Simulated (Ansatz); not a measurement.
# A failed many-body run on YPO4 (I4_1/amd)

Aim: the G0W0 gap of YPO4 (I4_1/amd). The first input has a fault.

Program: Ansatz 0.2.0. Level of theory: G0W0 on r2SCAN, plane waves, PAW. Results are calculated unless marked as measured.

The database entry behind the starting cell differs from later determinations by our own check (impure mineral, about 0.2 % long), so it need not match the best structure at ambient conditions.

## Step 1: Set-up

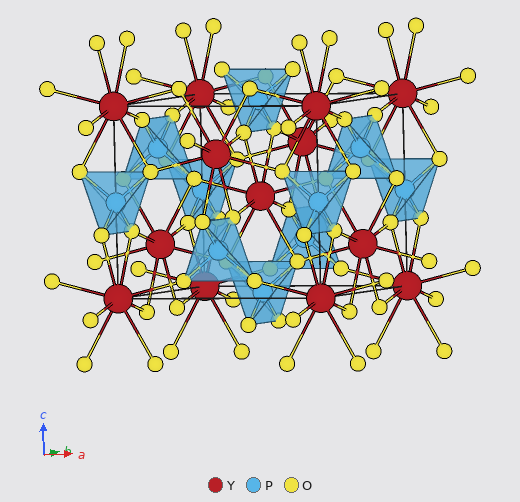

Start, viewed slightly off an axis; yttrium red, phosphorus blue, oxygen yellow. This picture shows the conventional cell, with its axes. Some periodic images of atoms are drawn too.

The cell and positions come from the Crystallography Open Database and are kept as given unless a step says otherwise. The default PAW set here is soft_2. Its files were made with PBE.

## Step 2: First try

input.yaml

```yaml
crystal:
  lattice:
    - [-3.44735, 3.44735, 3.0138]
    - [3.44735, -3.44735, 3.0138]
    - [3.44735, 3.44735, -3.0138]
  atoms:
    - { symbol: "Y", position: [0.75, 0.25, 0.5] }
    - { symbol: "Y", position: [0.0, 0.0, 0.0] }
    - { symbol: P, position: [0.5, 0.5, 0.0] }
    - { symbol: P, position: [0.25, 0.75, 0.5] }
    - { symbol: O, position: [0.1661, 0.3408, 0.8253] }
    - { symbol: O, position: [0.0908, 0.7655, 0.6747] }
    - { symbol: O, position: [0.5155, 0.3408, 0.1747] }
    - { symbol: O, position: [0.0908, 0.4161, 0.3253] }
    - { symbol: O, position: [0.5839, 0.9092, 0.6747] }
    - { symbol: O, position: [0.6592, 0.8339, 0.1747] }
    - { symbol: O, position: [0.2345, 0.9092, 0.3253] }
    - { symbol: O, position: [0.6592, 0.4845, 0.8253] }
kpoints:
  mp_grid: { grid: [2, 2, 2] }
hamiltonian:
  xc: r2scan
scf:
  occupations: { method: fixed }
gw:
  n_empty_bands: 232
  ecut_chi: 10
  qp_bands: [v4, c4]
  qp_kpoints: band_edges
  screening: { model: contour_deformation }
```

Command:

```sh
> ansatz run input.yaml --threads 24 --pin off --max-ram 82944MiB --backend cuda --events-out ev --progress --plain --runs-dir out --devices 1 --max-vram 78GiB
```

Numbers of over 12 decimals in the logs are rounded to 6 here.

Output:

```text
GPUs: using 1 of 1 available (devices: 1).
Engine: ansatz 0.2.0, aarch64-unknown-linux-gnu
Pseudopotentials: kind: paw
Pseudopotential: Y, paw, valence charge 11, recommended cutoff 500 eV (meta_gga), Y.paw.azcp
Pseudopotential: P, paw, valence charge 5, recommended cutoff 500 eV (meta_gga), P.paw.azcp
Pseudopotential: O, paw, valence charge 6, recommended cutoff 500 eV (meta_gga), O.paw.azcp
Functional definition: r2SCAN
  parameter k0 = 0.174
  parameter k1 = 0.065
  parameter a1 = 4.9479
  exchange = r2scan_x(k0 = k0, k1 = k1, a1 = a1)
  correlation = r2scan_c
[...]
Crystal: 12 atoms, lattice volume = 143.267 Å³
Basis set: ecut = 500 eV, 3683 PW (Γ), exchange–correlation on 180×180×180 points (64 copies of the dense FFT grid, shifted against one another)
Bands: 52, of which v1, the nominal top of the filled ones, is band 40 counted from 1 (39 counted from 0)
Symmetry: 16 space group operations
Space group: I41/amd (ITA 141), of the structure as read, at distance tolerance 5.2e-5 Å
k-points: 4 of 8
Non-local potential: Y, projectors of the file, l = 0: 3, l = 1: 2, l = 2: 2, l = 3: 1
Non-local potential: P, projectors of the file, l = 0: 2, l = 1: 2, l = 2: 2
Non-local potential: O, projectors of the file, l = 0: 2, l = 1: 2, l = 2: 1
PAW form: soft (Blöchl's): semilocal exchange-correlation on the pseudo side does not see the compensation charge
PAW frozen core: Y, regenerated for the run's functional (the file was generated under x = pbe(κ = 0.804, μ = 0.219515), c = pbe(β = 0.066725))
PAW frozen core: P, regenerated for the run's functional (the file was generated under x = pbe(κ = 0.804, μ = 0.219515), c = pbe(β = 0.066725))
PAW frozen core: O, regenerated for the run's functional (the file was generated under x = pbe(κ = 0.804, μ = 0.219515), c = pbe(β = 0.066725))
PAW one-centre angular grid: Y, 590 points (default); XC on 160 Gauss nodes
PAW one-centre angular grid: P, 302 points (default); XC on 160 Gauss nodes
PAW one-centre angular grid: O, 302 points (default); XC on 160 Gauss nodes
Initial density: superposition of atomic densities (neutral atoms: chi_scale 0, normalization atom), corrected by the library's trained network
Initial wavefunctions: pseudopotential atomic-orbital guess
[...]
Functional: x = r2scan, c = r2scan; τ floored in thin density (d = 2e-4 eV/Å³)
SCF iter   1: F=—  HF=-13805.011285 eV  |F-HF|=—  |Δ(HF+E_count)|=         —  Δρ=9.43e-3  dr2=1.34e-1  dr2_τ=1.06e0  ethr=1.77e-3  ⟨swp⟩=5.0  Hψ=836  notcnv=0  defer=37
preconditioner: auto → Resta (q_TF=auto, 2.476 Å⁻¹)  ε∞=3.3  [insulator: Δε(μ)=6.929 eV  Ē_g=17.912 eV  n_scr=42 (ndim 8)  ℏωp=27.0 eV  f_vac=0.037  ε∞_Penn≈3.3]
SCF iter   2: F=—  HF=-13805.284837 eV  |F-HF|=—  |Δ(HF+E_count)|=   2.74e-1  Δρ=5.32e-3  dr2=2.67e-2  dr2_τ=3.20e-3  ethr=1.67e-4  ⟨swp⟩=3.0  Hψ=403  notcnv=0  defer=40
SCF iter   3: F=—  HF=-13805.280149 eV  |F-HF|=—  |Δ(HF+E_count)|=   4.69e-3  Δρ=1.33e-3  dr2=1.88e-3  dr2_τ=3.23e-4  ethr=3.34e-5  ⟨swp⟩=3.5  Hψ=343  notcnv=0  defer=40
SCF iter   4: F=—  HF=-13805.280085 eV  |F-HF|=—  |Δ(HF+E_count)|=   6.40e-5  Δρ=2.48e-4  dr2=5.90e-5  dr2_τ=1.19e-5  ethr=2.36e-6  ⟨swp⟩=2.8  Hψ=323  notcnv=0  defer=40
SCF iter   5: F=—  HF=-13805.280111 eV  |F-HF|=—  |Δ(HF+E_count)|=   2.67e-5  Δρ=4.89e-5  dr2=3.65e-6  dr2_τ=3.48e-7  ethr=7.38e-8  ⟨swp⟩=2.0  Hψ=327  notcnv=0  defer=40
SCF iter   6: F=—  HF=-13805.280112 eV  |F-HF|=—  |Δ(HF+E_count)|=   6.42e-7  Δρ=1.56e-5  dr2=3.72e-7  dr2_τ=2.19e-8  ethr=4.56e-9  ⟨swp⟩=2.0  Hψ=317  notcnv=0  defer=40
SCF iter   7: F=-13805.280112 eV  HF=-13805.280112 eV  |F-HF|=7.48e-10  |Δ(HF+E_count)|=   1.17e-8  Δρ=2.03e-6  dr2=6.28e-9  dr2_τ=1.11e-9  ethr=1.25e-10  ⟨swp⟩=14.8  Hψ=999  notcnv=0
SCF 1 converged in 7 iterations: F = -13805.280112 eV  dr2 = 6.28e-9
[...]
NSCF: frozen V_eff on 4 k-points
[...]
NSCF: frozen V_eff on 4 k-points
G₀W₀ screening: q 1/4
[... further progress lines ...]
[...]
NSCF: frozen V_eff on 1 k-points
[...]
NSCF: frozen V_eff on 1 k-points
SCF converged after 7 iterations
Free energy (F): -13805.280112 eV
Harris-Foulkes:  -13805.280112 eV  (|F-HF|=7.48e-10)
Internal energy: -13805.280112 eV  (E = F + TS)
E sigma→0 (E₀):  -13805.280112 eV
Fermi energy:    6.353916 eV
--- Per-component energies (eV) ---
  E_band       = -358.112972
  E_kinetic    = 2201.519845
  E_local      = -4259.604595  (includes V_loc(G=0)·N_el)
  E_nonlocal   = 536.928446
  E_hartree    = 1465.894477
  E_xc         = -1052.704945
  E_vxc        = -1440.322744  (∫ρ·V_xc dr)
  E_paw        = -8118.674975  (= ΣΔE_a)
  E_vpaw       = -415.806961  (= ΣTr[D̂ρ^β])
  E_aug_tail   = 0.008191  (compensation charges beyond the density's cutoff)
  E_vtau       = 87.376270  (kinetic-family band-sum trace: ∫τ·v_τ [+ j·A + Jᵃ·Aᵃ] dr)
  E_ewald      = -4577.901437
  E_core_change = -0.745119  (= ΣΔE_core)
  E_smearing   = -0.000000  (= −TS)
  E_closure    = 0.000000  (closes the sum)
  Σ components = -13805.280112   (vs F -13805.280112, Δ=0.00e0)
--- Band table (eV) ---
  k-point 0: bands = [... 36 lower, 5.8371, 5.8556, 5.8556, 6.3539, 13.1727, 13.2598, 13.9961, 14.4016, ... 8 higher]
  k-point 1: bands = [... 36 lower, 5.6093, 5.6093, 5.8897, 5.8897, 13.0505, 13.0505, 14.1403, 14.1403, ... 8 higher]
  k-point 2: bands = [... 36 lower, 5.5303, 5.5749, 6.1520, 6.2148, 13.3232, 13.5021, 14.0614, 14.1939, ... 8 higher]
  k-point 3: bands = [... 36 lower, 5.3393, 5.3393, 5.6721, 5.6721, 13.7466, 13.7466, 14.3708, 14.3708, ... 8 higher]
--- G₀W₀: contour deformation, 5 samples at zero and on the imaginary axis and 1 off it, 8 q-points, 232 empty bands' worth ---
  eigenvalues of the whole cell's RPA ε∞ on this k-mesh (on a slab, of 1 + 4πα/V) = 3.0689, 3.0689, 3.3848; static W/v taken at q = 0 is 0.315149
  gw.qp_kpoints: band_edges: 4 of 4 stored k-points solved, in 1 pass; an edge of the gap read off the rows below is read off those points alone
    ik  band        ε_KS         Σx   Σc(E_QP)       V_xc       Z   E_QP_lin       E_QP  E_QP is
     0    37      5.8371   -26.3071     3.5584   -20.8813  0.8693     3.9443     3.9697  root
     0    38      5.8556   -26.2633     3.4471   -21.0606  0.8705     4.0785     4.1001  root
     0    39      5.8556   -26.2633     3.4471   -21.0606  0.8705     4.0785     4.1001  root
     0    40      6.3539   -26.7324     3.4990   -21.4321  0.8715     4.5301     4.5526  root
     0    41     13.1727    -9.1314    -3.7214   -14.9043  0.8729    15.2540    15.2242  root
     0    42     13.2598    -9.1861    -3.4478   -14.2773  0.8810    14.9190    14.9032  root
     0    43     13.9961    -9.0205    -3.9657   -15.4665  0.8681    16.5272    16.4764  root
     0    44     14.4016    -9.4444    -3.6067   -15.2726  0.8752    16.6576    16.6231  root
     1    37      5.6093   -26.2627     3.5093   -20.9390  0.8696     3.7712     3.7949  root
     1    38      5.6093   -26.2627     3.5093   -20.9390  0.8696     3.7712     3.7949  root
     1    39      5.8897   -26.1499     3.5395   -20.7687  0.8694     4.0235     4.0480  root
     1    40      5.8897   -26.1499     3.5395   -20.7687  0.8694     4.0235     4.0480  root
     1    41     13.0505    -8.3558    -3.6646   -14.1327  0.8755    15.1933    15.1628  root
     1    42     13.0505    -8.3558    -3.6646   -14.1327  0.8755    15.1933    15.1628  root
[...]
3    40      5.6721   -26.5112     3.5015   -21.1895  0.8704     3.8283     3.8519  root
     3    41     13.7466    -9.7129    -3.7915   -15.7329  0.8701    16.0131    15.9750  root
     3    42     13.7466    -9.7129    -3.7915   -15.7329  0.8701    16.0131    15.9750  root
     3    43     14.3708   -10.7876    -3.6369   -16.8924  0.8771    16.8806    16.8388  root
     3    44     14.3708   -10.7876    -3.6369   -16.8924  0.8771    16.8806    16.8388  root
```

Elapsed: 1.8 s, on 1 × NVIDIA GB200 (shared by 2 runs) with 24 threads of Arm Neoverse V2, shared host; peak memory 1.6 GiB.

Q: What is the fault?

The run ended normally, though the input holds a fault or crude settings.

The fault: screening cutoff of 10 eV. Nearly all local fields and short-range correlation are left out.

It printed a gap of 10.35 eV, which is an artefact of the settings.

## Step 3: A better input

G0W0 replaces the xc potential by the self-energy, built once from these orbitals. Only a window of levels is corrected, while the sums run over the empty bands that the input names.

input.yaml, as its differences from that of step 2:

```diff
@@ -19,3 +19,3 @@
 kpoints:
-  mp_grid: { grid: [2, 2, 2] }
+  mp_grid: { grid: [4, 4, 4] }
 hamiltonian:
@@ -25,4 +25,4 @@
 gw:
-  n_empty_bands: 232
-  ecut_chi: 10
+  n_empty_bands: 305
+  ecut_chi: 96
   qp_bands: [v4, c4]
```

Output:

```text
GPUs: using 1 of 1 available (devices: 1).
[...]
Crystal: 12 atoms, lattice volume = 143.267 Å³
Basis set: ecut = 500 eV, 3683 PW (Γ), exchange–correlation on 180×180×180 points (64 copies of the dense FFT grid, shifted against one another)
Bands: 52, of which v1, the nominal top of the filled ones, is band 40 counted from 1 (39 counted from 0)
[... 1 set-up line as in the run before ...]
[...]
k-points: 13 of 64
[...]
SCF iter   1: F=—  HF=-13805.026890 eV  |F-HF|=—  |Δ(HF+E_count)|=         —  Δρ=9.31e-3  dr2=1.30e-1  dr2_τ=1.05e0  ethr=1.77e-3  ⟨swp⟩=5.1  Hψ=2777  notcnv=0  defer=109
[...]
SCF iter   7: F=-13805.296116 eV  HF=-13805.296116 eV  |F-HF|=4.73e-11  |Δ(HF+E_count)|=   1.74e-8  Δρ=2.20e-6  dr2=7.23e-9  dr2_τ=1.13e-9  ethr=1.25e-10  ⟨swp⟩=15.9  Hψ=3374  notcnv=0
SCF 1 converged in 7 iterations: F = -13805.296116 eV  dr2 = 7.23e-9
[...]
NSCF: frozen V_eff on 13 k-points
[...]
SCF converged after 7 iterations
[...]
4    44     14.3114   -10.1505    -4.4188   -16.0949  0.8429    15.8545    15.8370  root
     5    37      5.5277   -25.5595     4.3988   -20.2417  0.8015     4.6010     4.6086  root
     5    38      5.5723   -26.0252     4.3540   -20.8133  0.8036     4.7081     4.7143  root
     5    39      6.1490   -26.4263     4.4571   -21.1415  0.8023     5.3154     5.3213  root
     5    40      6.2120   -26.8361     4.3871   -21.6831  0.8053     5.4414     5.4461  root
     5    41     13.3236    -9.4208    -4.2677   -15.1350  0.8429    14.7858    14.7701  root
     5    42     13.5031    -8.7211    -4.5741   -14.7485  0.8436    14.9733    14.9563  root
     5    43     14.0617    -9.9112    -4.3181   -15.6998  0.8455    15.5476    15.5322  root
[...]
11    41     13.3703    -8.9995    -4.3891   -14.8140  0.8444    14.8113    14.7958  root
    11    42     13.3703    -8.9995    -4.3891   -14.8140  0.8444    14.8113    14.7958  root
    11    43     14.1142    -9.8595    -4.3718   -15.7116  0.8452    15.6105    15.5945  root
    11    44     14.1142    -9.8595    -4.3718   -15.7116  0.8452    15.6105    15.5945  root
```

Wall time 7.6 s (1 × NVIDIA GB200 (shared by 2 runs) with 24 threads); peak memory 2 GiB; 25 s of CPU time.

Numbers from this step:

* bands summed: 345
* RPA ε∞ on this mesh (eigenvalues): 2.820, 2.820, 3.158
* plane waves in the screening matrix: 313
* q-points in the mesh: 64
* G0W0 gap on the mesh: 8.773 eV
* k of the valence top: 0, 0, 0
* k of the conduction bottom: 0, 0, 0.25
* starting gap on the mesh: 6.630 eV
* Z at the valence top: 0.8027
* Z at the conduction bottom: 0.8481
* least direct G0W0 gap on the computed points: 8.792 eV

The gap on the mesh goes from 6.63 eV to 8.77 eV, a correction of +2.14 eV. Between the two edge states, bare exchange in place of the xc potential would open the gap by 10.88 eV, and correlation takes back 8.74 eV.

## Step 4: Summary of results

| Quantity | Value |
| --- | --- |
| first try | converged after 1.8 s |
| better run | G0W0 gap on the mesh 8.77 eV (4×4×4 mesh, 305 empty bands, screening to 96 eV) |

The second run differs in: mesh, empty bands and screening cutoff (eV). Bands and cutoff are finite, so the gap is not at the basis limit. The miss can reach some tenths of an eV and take either sign; the mesh is an error of its own. The many-body steps are scalar-relativistic: spin-orbit coupling is not in them.

[Paths, hosts, dates, memory and timing lines, banners, echoed tables and standing remarks are left out of the program output.]

[Logs are printed without paths, hosts, clocks, repeated set-up lines and the standing remarks that a program may print on its own settings, such as how far it seeks lower states.]

[Runs of the session that timed out or met a known fault of the program may be left out.]

[Cells called generated may have been cut or substituted from an entry of the Crystallography Open Database or the Materials Project.]

[Hosts, paths, dates, database ids (printed as entryN), source tags and the programs' standing remarks are cut or masked in the printed files.]
